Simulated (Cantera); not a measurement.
Feed: 1 mol MgO, 0.42 mol CH4, 0.41 mol CO, equilibrated at 1.00 bar.

Equilibrium computed with Cantera from the NASA thermochemical tables; the gas is ideal and each condensed phase is pure. Candidate condensed phases: C, C6H6, C7H8, C8H18, H2O, Mg, MgCO3, MgO, Mg(OH)2; 116 gas species. The tables' values for MgH are old estimates; treat these amounts as uncertain. The numbers say what is thermodynamically allowed, not how fast it happens.

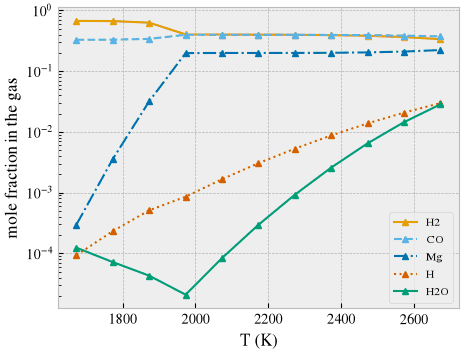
Figure. Equilibrium gas composition (values under 1e-9 drawn at 1e-9)

Q: Read off the mole fractions at 2173 K.

A: H2 about 0.40, CO about 0.40, Mg about 0.20, H about 0.0030, H2O about 0.00029.
